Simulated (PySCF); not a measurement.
```xyz
16

C     2.7330   -1.2845    0.3542
C     1.4809   -1.2918   -0.0658
C     0.3228   -0.7869    0.7196
Si   -0.2812    0.8787    0.0245
C    -2.0984    1.3346    0.2128
C    -1.7014    0.9047   -1.2123
H     2.9971   -0.9221    1.3346
H     3.5449   -1.6427   -0.2551
H     1.2434   -1.6567   -1.0567
H     0.6088   -0.6664    1.7649
H    -0.4962   -1.5059    0.6775
H     0.7174    1.9355   -0.0304
H    -2.7880    0.6790    0.7258
H    -2.3871    2.3694    0.3246
H    -2.1493   -0.0143   -1.5649
H    -1.7544    1.6782   -1.9647
```

Geometry: GFN2-xTB.

All numbers below come from PBE0/pcSseg-1, SCF density, gas phase, non-relativistic in PySCF.

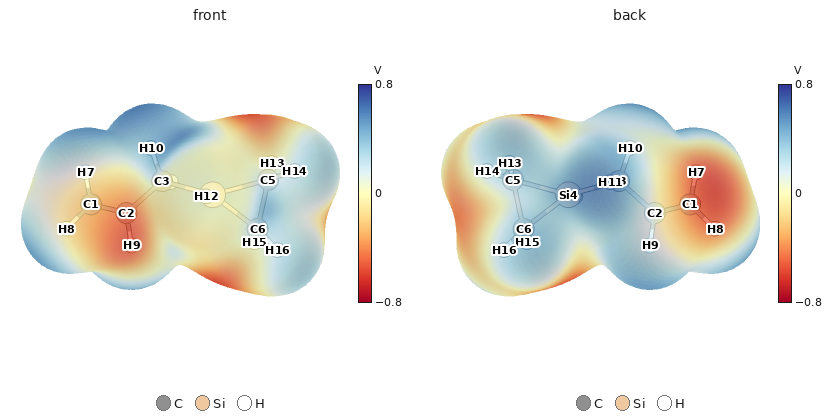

C5H10Si (SMILES C=CC[SiH]1CC1). The molecular electrostatic potential painted on the density surface at 0.001 e/bohr³, seen from the front and from behind; the colour scale runs from red (negative) to blue (positive).

Describe the electrostatic potential map.

Answer. The most negative region (about −0.6 V) lies over the π face of C1 and C2, the most positive (about +0.6 V) over Si4, H10 and H11.

How polar is the molecule by this calculation?

Answer. Its dipole moment is 0.37 D.
